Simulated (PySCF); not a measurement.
# MoCl4: ligand-field states

Aim: compute the ligand-field states of MoCl4.

Programs: PySCF 2.14.0, with routines of our own; each step states its level. All values are computed. Atoms count from 0.

## 1. The system as given

5 atoms, charge 0, states of the metal's open shell are computed; geometry from: model start, shaken.

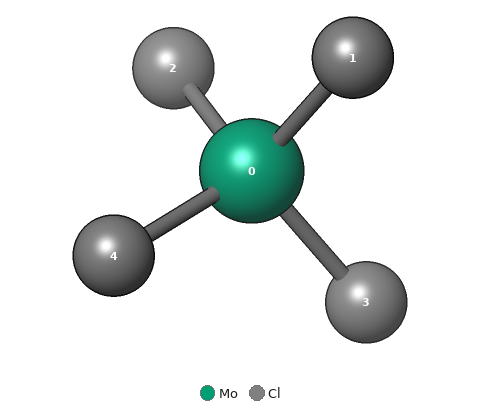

The starting geometry (molybdenum teal, chlorine grey); sticks join atoms by distance alone.

## 2. Optimising the geometry at PBE0-D3(BJ)/def2-TZVP

Job settings and geometry (Å):

```
{"job": {"xc": "PBE0", "basis": "def2-TZVP", "d3": "d3bj", "grid": 1, "maxiter": 45, "kind": "geom"}, "charge": 0, "metal": "Mo", "open_shell": "d2"}
Mo     0.000020     0.004480    -0.004110
Cl     1.279910     1.286440     1.278390
Cl    -1.292360    -1.273160     1.285880
Cl    -1.302570     1.300610    -1.287910
Cl     1.294850    -1.307220    -1.293700
```

Command:

```sh
$ OMP_NUM_THREADS=1 python lf_run.py task.json out
```

One launch serves the whole session: the jobs run in the order shown.

The log of the run:

```text
step   0  E = -1908.65688403  max force = 0.007318
step   1  E = -1908.65710064  max force = 0.000866
step   2  E = -1908.65715695  max force = 0.000241
step   3  E = -1908.65715812  max force = 0.000161
optimisation converged
```

It took 95 s on 1 thread of Arm Neoverse V1, shared host; peak memory 0.76 GiB.

Step by step:

| step | energy from step 0 (eV) | largest force component (eV/Å) |
| --- | --- | --- |
| 0 | 0.0000 | 0.3763 |
| 1 | -0.0059 | 0.0445 |
| 2 | -0.0074 | 0.0124 |
| 3 | -0.0075 | 0.0083 |

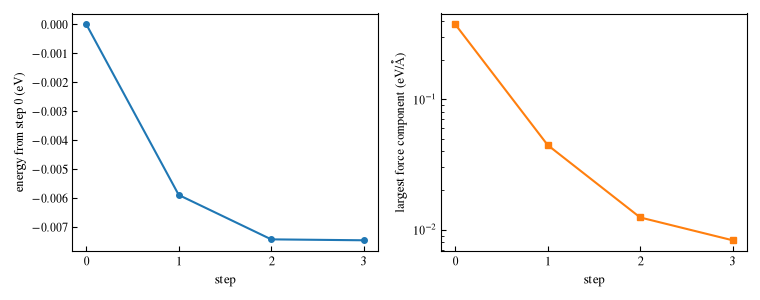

Energy and force, step by step.

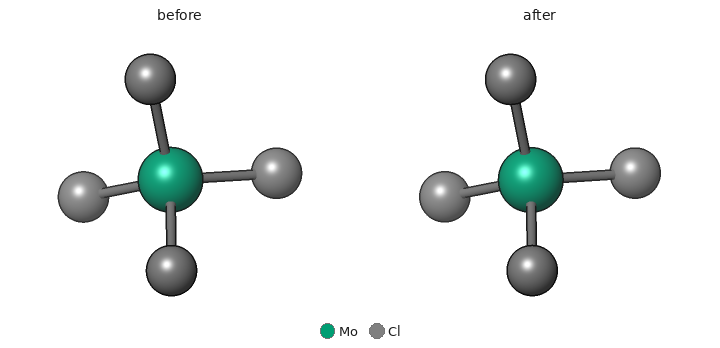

Before and after, at one scale.

Distances of close pairs at the start and the end, largest changes first:

| bond | before (Å) | after (Å) | change (Å) |
| --- | --- | --- | --- |
| Mo0–Cl4 | 2.249 | 2.221 | -0.028 |
| Mo0–Cl3 | 2.242 | 2.221 | -0.020 |
| Mo0–Cl2 | 2.229 | 2.221 | -0.007 |
| Mo0–Cl1 | 2.220 | 2.221 | +0.002 |

The final coordinates are the input of the step that follows.

| at the end point | value |
| --- | --- |
| point group (found at 0.08 Å tolerance) | Td |
| rotational constants (GHz, main isotopes) | 1.100, 1.098, 1.097 |
| dipole moment (D) | 0.01 |
| ⟨S²⟩ | 2.011 |

## 3. Ligand-field states: state-averaged CASSCF

Job settings and geometry (Å):

```
{"job": {"kind": "lf", "basis": {"metal": "x2c-TZVPall", "ligand": "x2c-SVPall"}, "nevpt": true}, "charge": 0, "metal": "Mo", "open_shell": "d2"}
Mo     0.000000     0.000000     0.000000
Cl     1.282430     1.282430     1.282430
Cl     1.282430    -1.282430    -1.282430
Cl    -1.282430    -1.282430     1.282430
Cl    -1.282430     1.282430    -1.282430
```

With the program's defaults for keys left out, this is: state-averaged CASSCF of the metal d shell, SC-NEVPT2 on the averaged canonical orbitals, state-interaction spin-orbit coupling.

The log of the run:

```text
basis functions 135, electrons 110, active (2e, 5o)
stage 1: DIIS on the effective Fock matrix, level shift 0.30
cycle   1  E = -5888.0008160076  dE = -5.888e+03  max|g| = 8.208e-01
cycle   2  E = -5886.1919813660  dE =  1.809e+00  max|g| = 1.285e+00
cycle   3  E = -5887.9037508007  dE = -1.712e+00  max|g| = 1.013e+00
cycle   4  E = -5889.2773378752  dE = -1.374e+00  max|g| = 9.985e-02
cycle   5  E = -5889.3011642295  dE = -2.383e-02  max|g| = 5.267e-02
cycle   6  E = -5889.3069965945  dE = -5.832e-03  max|g| = 4.583e-02
cycle   7  E = -5889.3104986258  dE = -3.502e-03  max|g| = 1.013e-02
cycle   8  E = -5889.3105652894  dE = -6.666e-05  max|g| = 1.378e-02
cycle   9  E = -5889.3107925302  dE = -2.272e-04  max|g| = 3.414e-03
cycle  10  E = -5889.3108144686  dE = -2.194e-05  max|g| = 2.038e-03
cycle  11  E = -5889.3108205746  dE = -6.106e-06  max|g| = 1.129e-03
cycle  12  E = -5889.3108221529  dE = -1.578e-06  max|g| = 5.773e-04
cycle  13  E = -5889.3108224689  dE = -3.160e-07  max|g| = 2.869e-04
cycle  14  E = -5889.3108225534  dE = -8.452e-08  max|g| = 1.569e-04
cycle  15  E = -5889.3108225780  dE = -2.460e-08  max|g| = 9.952e-05
cycle  16  E = -5889.3108225849  dE = -6.923e-09  max|g| = 6.818e-05
cycle  17  E = -5889.3108225874  dE = -2.465e-09  max|g| = 4.644e-05
cycle  18  E = -5889.3108225883  dE = -9.304e-10  max|g| = 3.243e-05
cycle  19  E = -5889.3108225887  dE = -3.884e-10  max|g| = 2.306e-05
cycle  20  E = -5889.3108225889  dE = -1.983e-10  max|g| = 1.662e-05
cycle  21  E = -5889.3108225890  dE = -1.019e-10  max|g| = 1.149e-05
cycle  22  E = -5889.3108225890  dE = -4.366e-11  max|g| = 8.223e-06
converged average energy = -5889.3108225890

 mult deg   label        CASSCF/cm-1   NEVPT2/cm-1
   3   1   3A2                 0.0           0.0
   1   2   1E               9296.1        7750.6
   3   3   3T2             11468.3       12145.7
   1   1   1A1             16445.2       13801.3
   3   3   3T1             16360.0       16046.5
   1   3   1T2             20489.7       19408.4
   1   3   1T1             21958.1       20461.6
   3   3   3T1             25942.2       25373.6
   1   2   1E              30550.9       29629.9
   1   3   1T2             33269.2       31580.8
   1   1   1A1             45506.2       40103.0

spin-orbit levels / cm-1
      0.00  x3  3A2 0.99
   7621.14  x2  1E 0.96
  12090.24  x1  3T2 1.00
  12147.62  x3  3T2 0.98
  12255.97  x3  3T2 0.99
  12319.96  x2  3T2 0.95 1E 0.03
  13674.81  x1  1A1 0.93 3T1 0.07
  15960.87  x3  3T1 0.99
  16035.05  x2  3T1 0.97
  16299.21  x3  3T1 0.99
  16604.45  x1  3T1 0.92 1A1 0.07
  19415.47  x3  1T2 0.98
  20530.75  x3  1T1 0.99
  25250.43  x1  3T1 0.99
  25404.38  x3  3T1 0.99
  25615.38  x2  3T1 0.99
  25677.93  x3  3T1 0.98
  29762.24  x2  1E 1.00
  31705.24  x3  1T2 1.00
  40257.67  x1  1A1 1.00
```

Run time: 12 s. Hardware: 1 thread of Arm Neoverse V1, shared host; peak memory 0.47 GiB.

Warnings kept with the result: strongly covalent, metal-shell active space is small for this complex.

From this job:

| quantity | value |
| --- | --- |
| spin-orbit constant ζ | 544 cm⁻¹ |

Powder susceptibility:

| T (K) | χT (cm³ K/mol) | μ(eff) |
| --- | --- | --- |
| 2 | 0.870 | 2.64 |
| 5 | 0.870 | 2.64 |
| 10 | 0.870 | 2.64 |
| 20 | 0.871 | 2.64 |
| 30 | 0.872 | 2.64 |
| 50 | 0.873 | 2.64 |
| 75 | 0.875 | 2.65 |
| 100 | 0.877 | 2.65 |
| 150 | 0.880 | 2.65 |
| 200 | 0.884 | 2.66 |
| 250 | 0.887 | 2.66 |
| 300 | 0.891 | 2.67 |

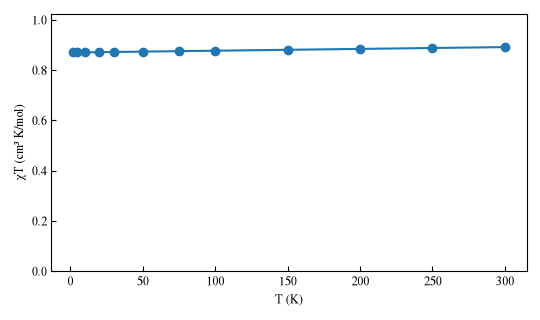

χT against temperature.

The fields below are evaluated on a grid from the run's orbitals.

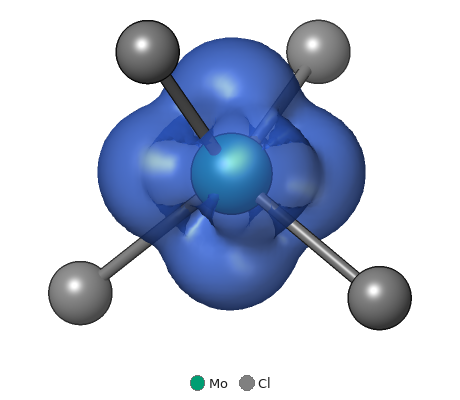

Spin density at ±0.04 e/Å³ (alpha excess blue, beta excess red).

In these pictures sticks join atoms by distance alone, so bonds to metals can be missing or extra.

## 4. Ligand-field states: state-averaged CASSCF (basis x2c-TZVPall)

Job settings and geometry (Å):

```
{"job": {"kind": "lf", "basis": "x2c-TZVPall", "nevpt": true}, "charge": 0, "metal": "Mo", "open_shell": "d2"}
Mo     0.000000     0.000000     0.000000
Cl     1.282430     1.282430     1.282430
Cl     1.282430    -1.282430    -1.282430
Cl    -1.282430    -1.282430     1.282430
Cl    -1.282430     1.282430    -1.282430
```

With the program's defaults for keys left out, this is: state-averaged CASSCF of the metal d shell, SC-NEVPT2 on the averaged canonical orbitals, state-interaction spin-orbit coupling.

The log of the run:

```text
basis functions 211, electrons 110, active (2e, 5o)
stage 1: DIIS on the effective Fock matrix, level shift 0.30
cycle   1  E = -5888.6024576678  dE = -5.889e+03  max|g| = 8.194e-01
cycle   2  E = -5886.7026095247  dE =  1.900e+00  max|g| = 1.326e+00
cycle   3  E = -5888.3827873790  dE = -1.680e+00  max|g| = 8.337e-01
cycle   4  E = -5889.9359237524  dE = -1.553e+00  max|g| = 1.732e-01
cycle   5  E = -5889.9995804889  dE = -6.366e-02  max|g| = 2.980e-02
cycle   6  E = -5890.0043114823  dE = -4.731e-03  max|g| = 2.638e-02
cycle   7  E = -5890.0070048059  dE = -2.693e-03  max|g| = 1.864e-02
cycle   8  E = -5890.0078957223  dE = -8.909e-04  max|g| = 4.285e-03
cycle   9  E = -5890.0079889022  dE = -9.318e-05  max|g| = 3.879e-03
cycle  10  E = -5890.0080270636  dE = -3.816e-05  max|g| = 1.412e-03
cycle  11  E = -5890.0080352473  dE = -8.184e-06  max|g| = 7.499e-04
cycle  12  E = -5890.0080369703  dE = -1.723e-06  max|g| = 4.053e-04
cycle  13  E = -5890.0080372676  dE = -2.973e-07  max|g| = 2.100e-04
cycle  14  E = -5890.0080373418  dE = -7.418e-08  max|g| = 1.020e-04
cycle  15  E = -5890.0080373590  dE = -1.723e-08  max|g| = 4.956e-05
cycle  16  E = -5890.0080373638  dE = -4.780e-09  max|g| = 2.453e-05
cycle  17  E = -5890.0080373650  dE = -1.178e-09  max|g| = 1.826e-05
cycle  18  E = -5890.0080373653  dE = -3.738e-10  max|g| = 1.222e-05
cycle  19  E = -5890.0080373655  dE = -1.228e-10  max|g| = 8.378e-06
converged average energy = -5890.0080373655

 mult deg   label        CASSCF/cm-1   NEVPT2/cm-1
   3   1   3A2                 0.0           0.0
   1   2   1E               9283.1        7625.5
   3   3   3T2             11414.0       11723.3
   1   1   1A1             16406.5       13527.7
   3   3   3T1             16325.6       15504.1
   1   3   1T2             20456.9       18876.0
   1   3   1T1             21876.7       19852.4
   3   3   3T1             25896.7       24509.7
   1   2   1E              30513.8       28646.4
   1   3   1T2             33115.8       30494.2
   1   1   1A1             45285.2       38848.5

spin-orbit levels / cm-1
      0.00  x3  3A2 0.99
   7486.35  x2  1E 0.96 3T2 0.03
  11674.77  x1  3T2 1.00
  11730.52  x3  3T2 0.98
  11833.27  x3  3T2 0.99
  11905.36  x2  3T2 0.95 1E 0.04
  13385.11  x1  1A1 0.92 3T1 0.08
  15421.50  x3  3T1 0.99
  15497.53  x2  3T1 0.97
  15757.16  x3  3T1 0.99
  16076.46  x1  3T1 0.91 1A1 0.08
  18881.45  x3  1T2 0.98
  19921.31  x3  1T1 0.99
  24389.29  x1  3T1 0.99
  24544.66  x3  3T1 0.99
  24756.11  x2  3T1 0.99
  24822.00  x3  3T1 0.98
  28782.01  x2  1E 1.00
  30621.75  x3  1T2 1.00
  39006.09  x1  1A1 1.00
```

It took 22 s on 1 thread of Arm Neoverse V1, shared host; peak memory 0.76 GiB.

Warnings kept with the result: strongly covalent, metal-shell active space is small for this complex.

From this job:

| quantity | value |
| --- | --- |
| spin-orbit constant ζ | 541 cm⁻¹ |

Powder susceptibility:

| T (K) | χT (cm³ K/mol) | μ(eff) |
| --- | --- | --- |
| 2 | 0.865 | 2.63 |
| 20 | 0.867 | 2.63 |
| 100 | 0.873 | 2.64 |
| 300 | 0.888 | 2.66 |

## 5. Ligand-field states: state-averaged CASSCF (avg hs)

Job settings and geometry (Å):

```
{"job": {"kind": "lf", "basis": {"metal": "x2c-TZVPall", "ligand": "x2c-SVPall"}, "nevpt": true, "avg": "hs"}, "charge": 0, "metal": "Mo", "open_shell": "d2"}
Mo     0.000000     0.000000     0.000000
Cl     1.282430     1.282430     1.282430
Cl     1.282430    -1.282430    -1.282430
Cl    -1.282430    -1.282430     1.282430
Cl    -1.282430     1.282430    -1.282430
```

With the program's defaults for keys left out, this is: state-averaged CASSCF of the metal d shell, SC-NEVPT2 on the averaged canonical orbitals, state-interaction spin-orbit coupling.

The log of the run (excerpt; [...] marks lines left out):

```text
basis functions 135, electrons 110, active (2e, 5o)
stage 1: DIIS on the effective Fock matrix, level shift 0.30
cycle   1  E = -5888.0086198977  dE = -5.888e+03  max|g| = 8.208e-01
cycle   2  E = -5886.2747671426  dE =  1.734e+00  max|g| = 1.232e+00
cycle   3  E = -5887.9853226189  dE = -1.711e+00  max|g| = 9.861e-01
cycle   4  E = -5889.2892163570  dE = -1.304e+00  max|g| = 8.271e-02
cycle   5  E = -5889.3114184893  dE = -2.220e-02  max|g| = 6.531e-02
cycle   6  E = -5889.3190603430  dE = -7.642e-03  max|g| = 4.613e-02
cycle   7  E = -5889.3228132679  dE = -3.753e-03  max|g| = 2.597e-02
cycle   8  E = -5889.3230684614  dE = -2.552e-04  max|g| = 2.601e-02
cycle   9  E = -5889.3235339974  dE = -4.655e-04  max|g| = 1.442e-02
cycle  10  E = -5889.3236623340  dE = -1.283e-04  max|g| = 8.967e-03
[... 13 cycles left out ...]
cycle  24  E = -5889.3237378251  dE = -5.695e-09  max|g| = 7.721e-05
cycle  25  E = -5889.3237378284  dE = -3.351e-09  max|g| = 8.144e-05
cycle  26  E = -5889.3237378305  dE = -2.036e-09  max|g| = 5.774e-05
cycle  27  E = -5889.3237378316  dE = -1.180e-09  max|g| = 3.409e-05
cycle  28  E = -5889.3237378323  dE = -6.748e-10  max|g| = 3.612e-05
cycle  29  E = -5889.3237378327  dE = -3.902e-10  max|g| = 2.667e-05
cycle  30  E = -5889.3237378329  dE = -2.292e-10  max|g| = 2.246e-05
cycle  31  E = -5889.3237378331  dE = -1.428e-10  max|g| = 1.610e-05
cycle  32  E = -5889.3237378332  dE = -8.458e-11  max|g| = 1.374e-05
cycle  33  E = -5889.3237378332  dE = -5.093e-11  max|g| = 9.616e-06
converged average energy = -5889.3237378332

 mult deg   label        CASSCF/cm-1   NEVPT2/cm-1
   3   1   3A2                 0.0           0.0
   1   2   1E               9427.7        7792.0
   3   3   3T2             11514.0       12148.5
   1   1   1A1             16665.0       13869.0
   3   3   3T1             16454.4       16065.3
   1   3   1T2             20613.3       19450.5
   1   3   1T1             22136.9       20512.7
   3   3   3T1             26071.9       25372.4
   1   2   1E              30750.4       29658.0
   1   3   1T2             33446.9       31613.5
   1   1   1A1             45854.2       40168.2

spin-orbit levels / cm-1
      0.00  x3  3A2 0.99
   7658.32  x2  1E 0.96
  12091.75  x1  3T2 1.00
  12150.17  x3  3T2 0.98
  12261.04  x3  3T2 0.99
  12327.38  x2  3T2 0.95 1E 0.03
  13737.83  x1  1A1 0.93 3T1 0.07
  15978.72  x3  3T1 0.99
  16054.94  x2  3T1 0.97
  16323.02  x3  3T1 0.99
  16636.25  x1  3T1 0.92 1A1 0.07
  19456.87  x3  1T2 0.98
  20583.37  x3  1T1 0.99
  25247.35  x1  3T1 0.99
  25404.55  x3  3T1 0.99
  25618.64  x2  3T1 0.99
  25683.41  x3  3T1 0.98
  29793.17  x2  1E 1.00
  31740.55  x3  1T2 1.00
  40326.50  x1  1A1 1.00
```

Wall time 13 s (1 thread of Arm Neoverse V1, shared host); peak memory 0.47 GiB.

Warnings kept with the result: strongly covalent, metal-shell active space is small for this complex.

From this job:

| quantity | value |
| --- | --- |
| spin-orbit constant ζ | 551 cm⁻¹ |

Powder susceptibility:

| T (K) | χT (cm³ K/mol) | μ(eff) |
| --- | --- | --- |
| 2 | 0.867 | 2.63 |
| 20 | 0.868 | 2.63 |
| 100 | 0.874 | 2.64 |
| 300 | 0.889 | 2.67 |

## 6. The runs side by side

From the NEVPT2 states (cm⁻¹; the spread is that of the fitted one-electron ligand-field levels):

| step | setting | ground state | next state | orbital spread | Racah B | ζ | μ(eff), 300 K |
| --- | --- | --- | --- | --- | --- | --- | --- |
| 3 | as given | 3A2 | 1E at 7751 | 11097 | 499 | 544 | 2.67 |
| 4 | basis x2c-TZVPall | 3A2 | 1E at 7626 | 10737 | 478 | 541 | 2.66 |
| 5 | avg hs | 3A2 | 1E at 7792 | 11078 | 502 | 551 | 2.67 |

## 7. Summary of results

| quantity | value |
| --- | --- |
| point group | Td |
| rotational constants (main isotopes) | 1.10, 1.10, 1.10 GHz |
| spin-orbit constant ζ (step 3, state-averaged CASSCF) | 544 cm⁻¹ |
| ground multiplicity, μ(eff) at 300 K (step 3, 4 donors at 2.22 Å) | 3, 2.67 μB |
| ground multiplicity, μ(eff) at 300 K (step 4, 4 donors at 2.22 Å) | 3, 2.66 μB |
| ground multiplicity, μ(eff) at 300 K (step 5, 4 donors at 2.22 Å) | 3, 2.67 μB |

In words: The optimisation took 3 steps and gained 0.007 eV; among the close pairs (by a distance rule), Mo0–Cl4 changed most, from 2.249 to 2.221 Å. In step 3, χT goes from 0.87 at 2 K to 0.89 cm³ K/mol at 300 K: nearly flat, so one level governs the whole range. The bonding is strongly covalent, and an active space of the metal's shell alone is small for it, so these values are rough.
